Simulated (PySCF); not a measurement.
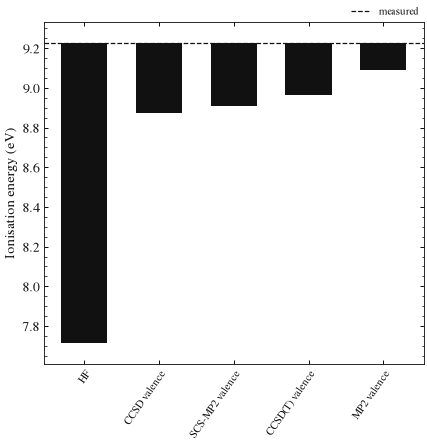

The ionisation energy of neutral gold ([Xe] 4f¹⁴ 5d¹⁰ 6s → [Xe] 4f¹⁴ 5d¹⁰) across levels of theory. PySCF, x2c-TZVPPall, spin-free X2C-1e, unrestricted single determinants, no spin-orbit coupling. Methods marked “valence” freeze 68 core electrons.

Q: How do the methods compare?

A: The values run from 7.71 eV (HF) to 9.09 eV (MP2 valence). The measured value is 9.23 eV; nearest to it come MP2 valence (−0.13) and CCSD(T) valence (−0.26), furthest HF (−1.51 eV).

```json
{"Method": "HF", "Ionisation energy (eV)": "7.71"}
{"Method": "MP2 valence", "Ionisation energy (eV)": "9.09"}
{"Method": "SCS-MP2 valence", "Ionisation energy (eV)": "8.91"}
{"Method": "CCSD valence", "Ionisation energy (eV)": "8.87"}
{"Method": "CCSD(T) valence", "Ionisation energy (eV)": "8.96"}
```
